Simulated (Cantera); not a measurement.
A closed system holds: 1 mol Ti(OiPr)4, 0.42 mol CH4, held at 0.00370 bar.

Cantera equilibrium calculation (NASA polynomials, part measured and part estimated; ideal gas, pure solids and liquids). Candidate condensed phases: C, C6H6, C7H8, C8H18, H2O, Ti, TiC, TiO, TiO2, Ti2O3, Ti3O5, Ti4O7; 113 gas species. The feed counts by its element totals alone. TiC: taken at fixed stoichiometry. Kinetics and transport are ignored.

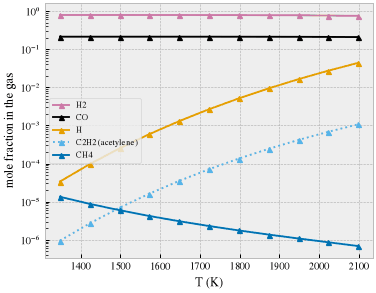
Figure: Equilibrium gas composition (values under 1e-9 drawn at 1e-9)

From 1348 K to 2098 K the condensed part is C(graphite) + TiC(s).
